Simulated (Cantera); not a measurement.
Input: 1 mol CH3F, 0.06 mol CH4, 13 mol H2, equilibrated at 10.0 Torr.

These are equilibrium values from Cantera (NASA tables, ideal gas, pure condensed phases), not measurements of a reactor. Candidate condensed phases: C, C6H6, C7H8, C8H18; 95 gas species. Rates play no part.

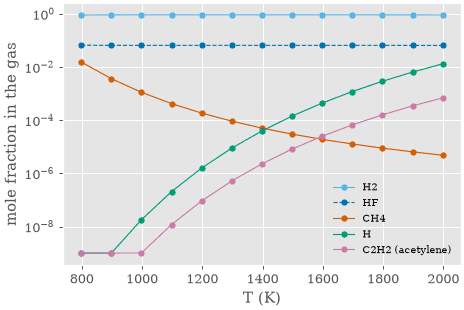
Fig. 1. Equilibrium gas composition (values under 1e-9 drawn at 1e-9)

From 798 K to 1998 K the condensed part is C(graphite). The main C-bearing gas is CH4 at 798 K and C2H2 (acetylene) at 1998 K.
